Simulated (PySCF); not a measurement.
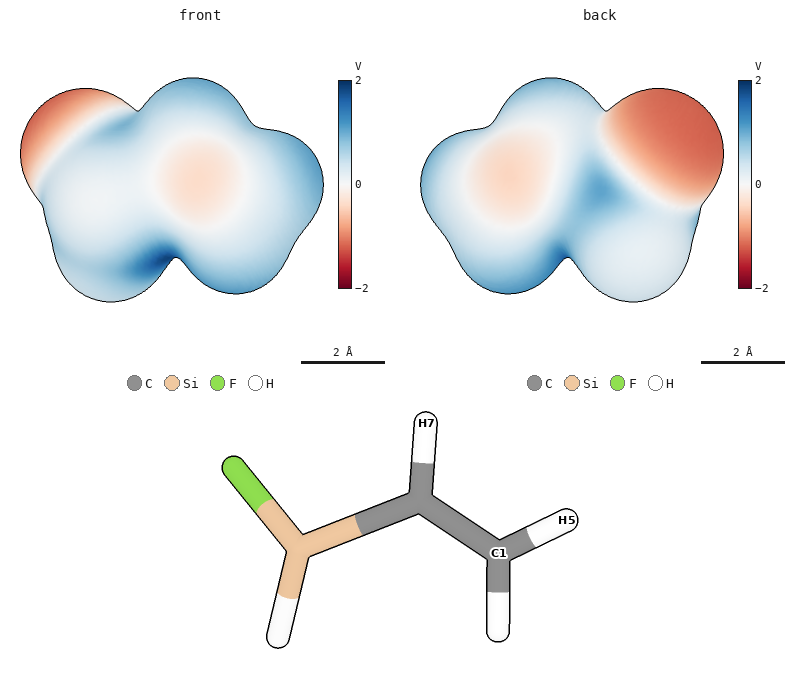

C2H4FSi (SMILES C=C[SiH]F) (doublet). The electrostatic potential painted on the density surface at 0.002 e/bohr³, seen from the front and from behind; red is negative and blue positive. The bare structure is drawn below in the same view.

Geometry: GFN2-xTB.

Computed with UKS B3LYP, pcH-1 on C F H Si, non-relativistic, mean-field spin-orbit, GIAO in PySCF 2.14.0, density-fitted response routines.

```xyz
8

C    -1.4084   -0.1870   -0.1382
C    -0.2773    0.3177    0.3688
Si    1.3928    0.2020   -0.3948
F     2.5404    0.4895    0.7219
H    -2.3648   -0.0229    0.3300
H    -1.4116   -0.8025   -1.0221
H    -0.3510    0.9416    1.2538
H     1.8889   -0.9289   -1.1440
```

Which sites attract a positive test charge, and which a negative one?

A positive charge is drawn to the negative regions and a negative charge to the positive ones. The most negative region (about −1.2 V, or −28 kcal/mol for a unit charge) lies over F4, the most positive (about +1.7 V, or +39 kcal/mol for a unit charge) over Si3.
